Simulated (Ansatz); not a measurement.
| atom | x (Å) | y (Å) | z (Å) |
| --- | --- | --- | --- |
| C | -0.6912 | 0.7980 | -0.8785 |
| C | -1.4019 | 1.5736 | -0.1116 |
| Se | -2.3314 | 2.5881 | 0.8917 |
| H | 0.2422 | 1.1433 | -1.3083 |
| H | -1.0163 | -0.2110 | -1.1051 |

Geometry: B3LYP-D4/def2-TZVP.

Method: Ansatz 0.2.0, isolated molecule in a Gaussian basis; Kohn-Sham density functional theory, functional PBE0.

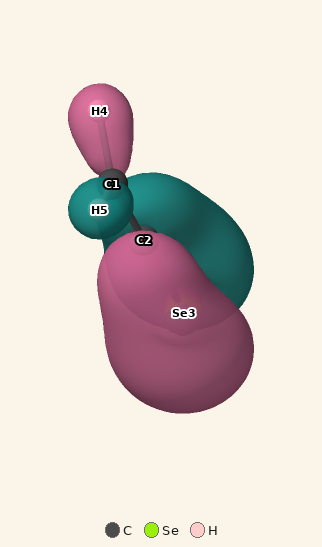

C$_{2}$H$_{2}$Se (SMILES C=C=[Se]). The HOMO−1 at ±0.15 Å⁻³ᐟ² (teal and pink are the two phases), seen at an oblique angle.

Q: What is the character of this orbital?

A: It lies mainly on Se3 (about 65 %) and C2 (about 25 %); it is symmetric in the molecular plane (an in-plane orbital: σ, lone-pair or in-plane π type). Its energy is −8.43 eV.
